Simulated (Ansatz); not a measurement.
# Calculations on BSi₂H₆F

## 1. Relaxation

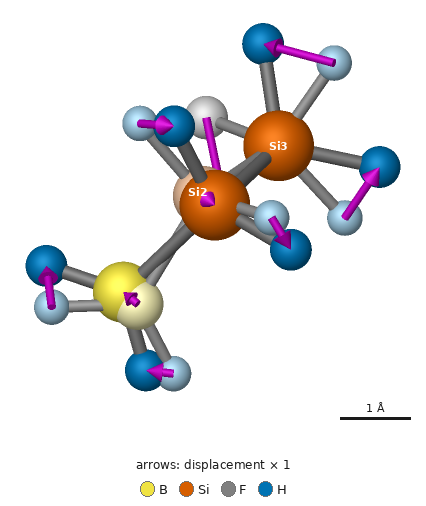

This is a relaxation of BSi2H6F. The starting structure is drawn faded, the final one solid; purple arrows show the displacements, at their true length. The two geometries are superimposed by the best rigid fit.

The picture is a ball-and-stick view, seen from a free direction.

The run prepares an end point of a later path (torsion) calculation, from a guessed geometry.

The calculation used Ansatz, RKS PBE0/def2-SVP. (no spin polarisation; force threshold 0.015 eV/Å; at most 40 steps)

What happened in the run?

Answer. The atom that moves furthest after the best rigid fit is the F atom (1.20 Å). By element the largest moves are F 1.20 Å, H 1.16 Å, Si 0.33 Å, B 0.29 Å. Some distances before and after: Si–Si 2.221 → 2.365 Å, B–Si 1.879 → 1.999 Å, F–Si 1.595 → 1.642 Å, B–H 1.242 → 1.207 Å. Bond angles that change, for instance: B–Si–Si 107.8° → 97.3°, Si–Si–F 111.5° → 105.5°, B–Si–H 110.0° → 115.7°. Groups turn about Si–Si by about 60°, B–Si by about 30°. The energy falls by 38.8 kJ/mol in 26 accepted moves (28 points after the start). Largest force component: 2.3 eV/Å at the start, 0.0087 eV/Å at the end. The line search rejected the trial steps at points 16, 26 of the run. The forces were under the threshold at step 24, but the run went on from there. The run took 100 s on 2 threads of Arm Neoverse N1, with other jobs on the host, peak memory 0.18 GiB.

## 2. Relaxation

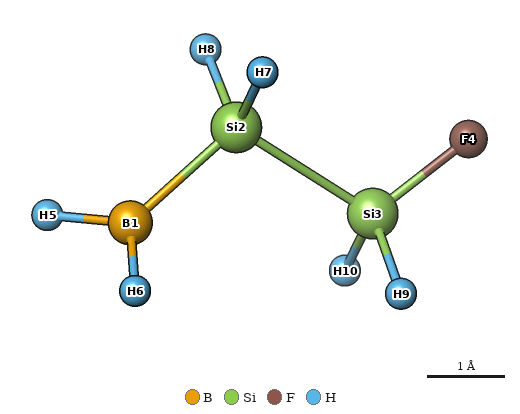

This is the input geometry for a relaxation of BSi$_{2}$H$_{6}$F. Style: ball-and-stick. Shown at a tilt.

The run prepares an end point of a later path (torsion) calculation, from a guessed geometry.

The calculation used RKS PBE0/def2-SVP in Ansatz 0.2.0.

The input:
```yaml
crystal:
  periodic: [false, false, false]
  atoms:
    - { symbol: B, position_ang: [-1.1629, 1.3885, -0.0606] }
    - { symbol: Si, position_ang: [0.4115, 0.5138, -0.5962] }
    - { symbol: Si, position_ang: [0.5301, -1.4092, 0.5078] }
    - { symbol: F, position_ang: [1.86901, -2.20218, 0.15713] }
    - { symbol: H, position_ang: [-2.0331, 1.6743, -0.899] }
    - { symbol: H, position_ang: [-1.3818, 1.7486, 1.0559] }
    - { symbol: H, position_ang: [1.6042, 1.3609, -0.2721] }
    - { symbol: H, position_ang: [0.4222, 0.2626, -2.0468] }
    - { symbol: H, position_ang: [0.47923, -1.14599, 1.96386] }
    - { symbol: H, position_ang: [-0.68872, -2.24144, 0.19849] }
basis:
  gaussian: { orbitals: def2-SVP }
hamiltonian:
  xc: pbe0
relax:
  f_tol: 0.015
  max_steps: 40
output:
  orbitals: {}
```

Launched with:
```bash
ansatz run input.yaml --threads 2 --pin off --max-ram 3072MiB --backend cpu --events-out ev --progress --plain --runs-dir out
```

Predict the outcome.

Answer. The energy falls by 8.08 kcal/mol in 7 accepted moves (9 points after the start). The largest force component goes from 2.4 to 0.012 eV/Å. The line search rejected the trial steps at points 5, 8 of the run. The largest move after the best rigid fit is that of H6, 0.47 Å. Largest moves by element: H 0.47 Å, B 0.15 Å, Si 0.10 Å, F 0.07 Å. Near-neighbour distances that change, for instance: Si2–Si3 2.221 → 2.360 Å, B1–Si2 1.879 → 2.003 Å, Si3–F4 1.595 → 1.632 Å, B1–H5 1.242 → 1.209 Å. Among the angles between lasting bonds that change: B1–Si2–H7 110.0° → 113.9°, Si3–Si2–H7 109.8° → 106.1°, H9–Si3–H10 105.8° → 109.2°. Groups turn about B1–Si2 by about 30°.

Final geometry:

```xyz
10

B    -1.2503    1.5126   -0.0841
Si    0.4553    0.6051   -0.6119
Si    0.4907   -1.4663    0.5178
F     1.8615   -2.2539    0.1146
H    -2.2666    1.3398   -0.7149
H    -1.3080    2.1911    0.9141
H     1.6898    1.3349   -0.1804
H     0.5553    0.2924   -2.0728
H     0.4867   -1.2792    1.9986
H    -0.6648   -2.3265    0.1275
```

The end point in the same view:

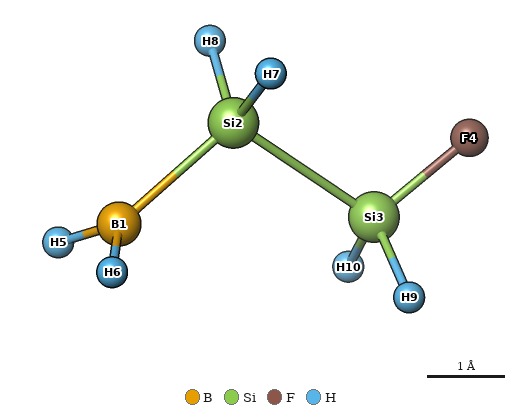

## 3. Path

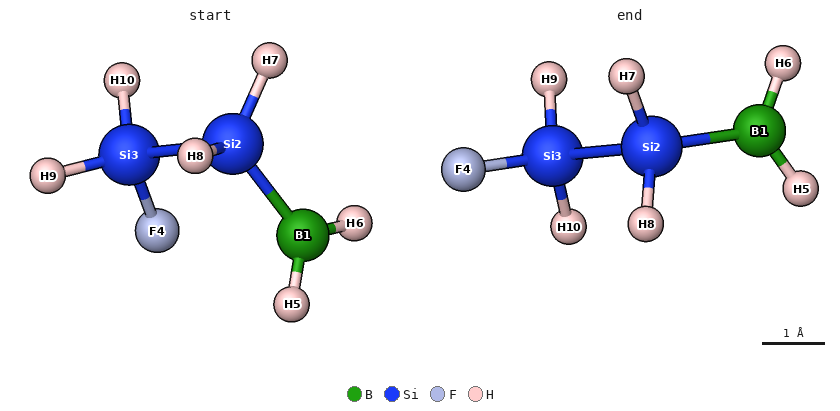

The two relaxed end points of a path for BSi₂H₆F. Style: ball-and-stick. Shown from a free direction.

The calculation used Ansatz 0.2.0, RKS PBE0/def2-SVP.

Run with 7 movable images; climbing image; force threshold 0.05 eV/Å; iteration limit 60.

Start:
```xyz
10

B    -1.3070    1.2158   -0.2638
Si    0.6196    0.7531   -0.5288
Si    0.5686   -1.3640    0.5246
F    -0.9830   -1.5692    1.0211
H    -2.1380    0.8801   -1.0724
H    -1.6725    1.7666    0.7464
H     1.6012    1.6224    0.1913
H     1.0573    0.5725   -1.9479
H     0.8963   -2.4880   -0.3999
H     1.4406   -1.4406    1.7324
```

End:
```xyz
10

B    -1.3901    1.3507   -0.3035
Si    0.4938    0.6931   -0.4765
Si    0.5624   -1.4264    0.5585
F     2.0796   -2.0139    0.4379
H    -2.2167    1.0960   -1.1476
H    -1.7485    1.9520    0.6814
H     1.5000    1.5388    0.2412
H     0.9431    0.4887   -1.8901
H     0.2184   -1.3361    2.0081
H    -0.3589   -2.3942   -0.1063
```

What barrier does the band find between them, and by what path?

Answer. The energy climbs by 0.080 eV to image 5 and then falls by 0.027 eV, so the end point sits at +0.053 eV. The motion is a rotation about the Si2–Si3 bond by about 180°. No bond forms or breaks between the ends. Bond angles that change up to the highest image, for instance: B1–Si2–Si3 97.3° → 102.6°, Si2–Si3–F4 105.5° → 108.9°. The band is converged. At the top, the vibrational analysis gives one imaginary mode (46i cm⁻¹), as a transition state must have.

Energies of the converged images:

```csv
image,path (Å),E (eV)
0,0.00,0.000
1,0.93,0.009
2,1.86,0.023
3,2.79,0.039
4,3.72,0.064
5,4.65,0.080
6,5.37,0.075
7,6.09,0.061
8,6.82,0.053
```

The geometry at the top of the path:

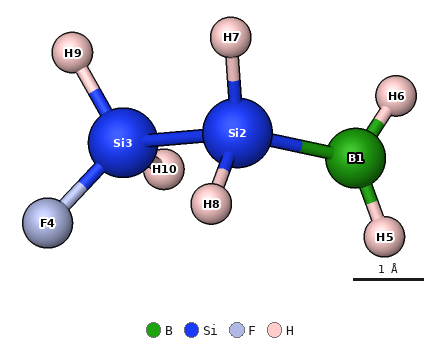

The run took 6.3 min on 2 threads of Arm Neoverse N1 (shared host), peak memory 0.2 GiB.
